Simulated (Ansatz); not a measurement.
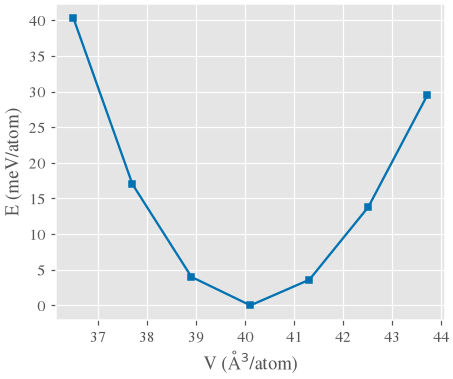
Fig. 1. PbSe (zinc blende, F-43m) under volume change, the program Ansatz at the r²SCAN level (PAW), scaled uniformly.

Task: What does a third-order Birch–Murnaghan fit give for V₀, B₀ and B′?

Result: V₀ = 40.11 Å³/atom, B₀ = 33.8 GPa, B′ = 4.2.

A made-up cell: these elements were put on the sites of a structure type; neither database checked (COD, Materials Project) lists it. It is not the phase usual at ambient conditions (space group No. 225). The cell was relaxed with r²SCAN under the symmetry of its start. At this level the phase is mechanically unstable. Scalar-relativistic: spin–orbit coupling is off unless named, which matters more the heavier the elements.

Potentials: the later of the program's two PAW sets.
